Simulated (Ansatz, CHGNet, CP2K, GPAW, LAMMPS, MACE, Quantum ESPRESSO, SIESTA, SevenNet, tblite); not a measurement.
## Atom list for Glassy 55SiO2-25B2O3-10CaO-10K2O (mol %) (68 atoms)

68 atoms (11 Si, 10 B, 2 Ca, 4 K, 41 O) placed at random at 2.27 g/cm³, melted at 3000 K for 20 ps at fixed volume with the Buckingham and Coulomb pair potential of Guillot and Sator (Geochim. Cosmochim. Acta 71, 1249 (2007)) with the boron terms of Wang et al. (J. Non-Cryst. Solids 498, 294 (2018)). Quenched from 3000 K to 300 K at 20 K/ps and fixed volume, held 10 ps at zero pressure, then minimised at fixed cell.

This is the geometry as built. Method: Kohn-Sham DFT, LDA, PAW, atomic orbitals (dzp); LCAO dzp; h 0.18 Å; levels smeared at 580 K; its forces lie 21 % r.m.s. from those of plane-wave PBE on this cell (GPAW 26.7.0); Γ point; density 2.43 g/cm³.

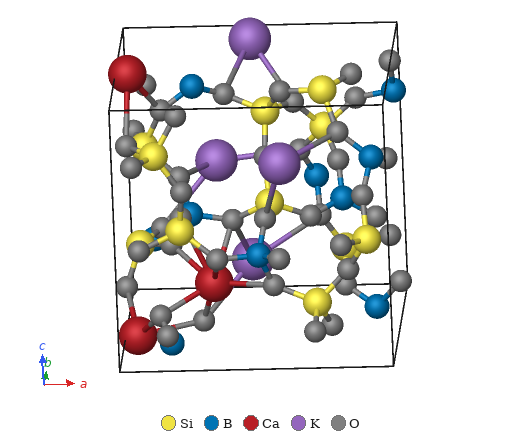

The structure (silicon yellow, boron blue, calcium red, potassium purple, oxygen grey). Bonds to atoms that aren't drawn are left out. Some periodic images of atoms are drawn too.

Cell vectors (Å):

```
9.642 0.000 0.000
0.000 9.642 0.000
0.000 0.000 9.642
```

Positions (Å):

```
1 Si 5.224 4.626 4.673
2 Si 7.032 7.914 6.410
3 Si 1.404 1.451 7.467
4 Si 0.803 5.908 6.431
5 Si 7.255 4.352 8.878
6 Si 2.187 1.985 4.519
7 Si 6.912 2.279 1.709
8 Si 8.779 1.623 4.188
9 Si 7.558 8.932 1.624
10 Si 5.113 5.951 7.635
11 Si 0.504 6.447 2.667
12 B 1.800 1.392 0.594
13 B 2.404 5.002 4.189
14 B 6.611 9.363 4.145
15 B 9.499 8.453 7.510
16 B 0.838 9.064 2.031
17 B 8.709 6.870 0.058
18 B 4.923 1.998 3.570
19 B 8.934 3.383 6.663
20 B 7.717 5.934 4.376
21 B 2.584 5.714 8.678
22 Ca 0.431 4.232 0.003
23 Ca 3.221 3.706 2.059
24 K 4.470 9.223 9.273
25 K 4.403 7.110 1.825
26 K 3.171 8.435 5.071
27 K 5.827 1.495 7.091
28 O 0.361 7.467 6.533
29 O 5.722 0.821 3.788
30 O 7.336 3.345 0.528
31 O 7.780 3.564 7.558
32 O 8.627 2.541 5.522
33 O 1.986 5.834 5.298
34 O 0.758 1.367 4.011
35 O 1.663 5.365 2.981
36 O 2.224 1.518 8.909
37 O 6.021 7.287 7.536
38 O 2.327 1.538 6.104
39 O 9.391 4.693 6.195
40 O 5.144 3.005 4.609
41 O 5.730 4.876 8.688
42 O 3.482 1.679 3.545
43 O 1.469 5.504 7.885
44 O 2.138 3.604 4.494
45 O 3.862 5.139 3.906
46 O 7.590 7.632 0.648
47 O 3.647 6.431 8.143
48 O 9.611 6.384 1.128
49 O 5.084 5.203 6.193
50 O 9.453 7.763 8.817
51 O 2.717 5.068 0.245
52 O 1.195 7.943 2.777
53 O 1.366 2.522 1.258
54 O 8.124 8.824 7.149
55 O 8.209 5.664 9.024
56 O 7.952 0.242 4.435
57 O 0.694 0.000 7.525
58 O 0.377 2.726 7.466
59 O 6.093 8.686 5.324
60 O 7.568 6.639 5.568
61 O 6.894 0.723 1.119
62 O 1.737 0.154 1.246
63 O 8.041 2.314 2.890
64 O 6.618 5.155 3.995
65 O 6.751 8.477 2.976
66 O 8.845 6.154 3.598
67 O 9.117 9.318 1.908
68 O 5.384 2.600 2.270
```

**Question.** What force acts on each atom?

Columns: atom, fx, fy, fz (forces in eV/Å).

```
1 0.277 -0.819 0.601
2 1.842 -0.374 -1.518
3 -3.115 -0.969 -0.278
4 -0.919 0.116 -0.499
5 0.894 1.094 -1.333
6 -0.635 2.243 0.034
7 0.549 -1.059 1.891
8 -1.496 -0.410 1.528
9 1.540 -1.016 0.965
10 0.486 -0.685 -1.206
11 -1.813 0.323 -0.423
12 -2.357 1.308 1.492
13 -1.309 -0.350 2.516
14 0.775 2.236 -0.642
15 -0.553 -1.839 1.507
16 -2.254 0.331 -1.083
17 0.729 2.734 -1.340
18 2.186 -1.762 1.392
19 1.189 0.181 -1.286
20 0.068 1.511 1.056
21 -0.385 -1.655 0.607
22 0.835 0.020 -0.227
23 -0.773 -0.271 -0.555
24 -0.199 0.017 -0.086
25 0.187 -0.658 0.565
26 -0.342 -0.231 0.128
27 0.916 0.559 -1.156
28 0.764 -0.113 -1.036
29 -1.301 0.207 -0.080
30 0.003 -0.165 0.288
31 -0.994 -0.701 0.571
32 -0.619 0.351 0.355
33 1.027 0.787 -0.575
34 0.864 -0.855 -0.752
35 1.048 -0.584 -1.004
36 1.822 -0.268 -0.056
37 -1.199 0.664 1.405
38 1.749 -0.813 0.229
39 -0.231 0.129 -0.028
40 0.211 0.286 1.013
41 -1.007 -0.466 0.817
42 -0.810 -0.877 -0.713
43 1.044 -0.464 2.207
44 -0.085 0.275 -0.626
45 0.017 1.279 -1.854
46 -1.888 0.216 0.227
47 0.336 1.319 0.113
48 0.910 -1.475 0.055
49 -0.329 -0.166 0.286
50 0.419 -0.322 0.805
51 -0.287 0.456 -0.566
52 1.592 1.118 0.303
53 1.171 -0.452 -0.735
54 -0.922 0.699 -0.208
55 0.144 -1.108 0.184
56 0.661 -0.181 0.331
57 0.698 0.285 -0.181
58 0.442 0.387 1.372
59 -1.482 0.380 0.545
60 0.517 -1.151 -0.955
61 -0.915 0.155 -1.562
62 0.931 -0.805 0.132
63 0.099 1.102 -1.017
64 0.443 0.152 -0.848
65 -0.917 -0.916 -0.398
66 -0.829 -0.502 0.669
67 1.859 0.521 0.168
68 -1.129 0.952 -1.208
```

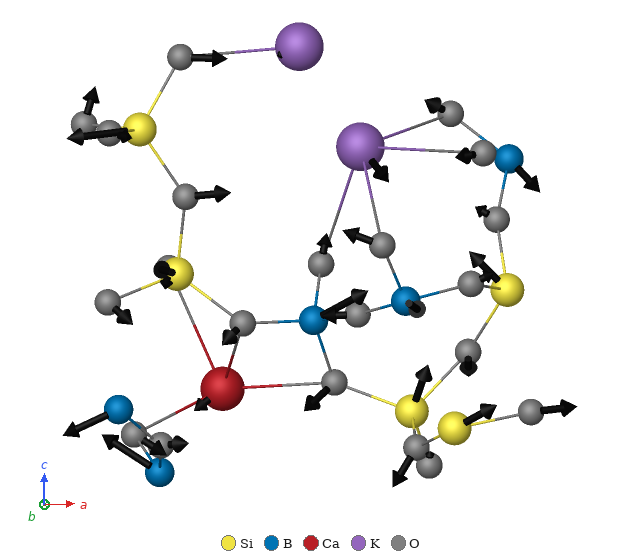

The forces as arrows, the longest 3.27 eV/Å. Drawn is a slice 5 Å thick, seen along the normal of the ac plane.

The quench rate of 20 K/ps is many orders above laboratory rates, so the cell is likely richer in defects and strain than a real sample. The network of bonds at the start is that of the classical potential that made the cell, and needn't be the one that DFT or experiment would give. Only the Γ point is sampled, in a cell whose shortest periodic width is 10 Å.

The r.m.s. force component is 1.00 eV/Å; the longest force, 3.27 eV/Å, acts on Si3.

[Logs are printed without paths, hosts, clocks, repeated set-up lines and the standing remarks that a program may print on its own settings, such as how far it seeks lower states.]

[Hosts, paths, dates, database ids (printed as entryN), source tags and the programs' standing remarks are cut or masked in the printed files.]
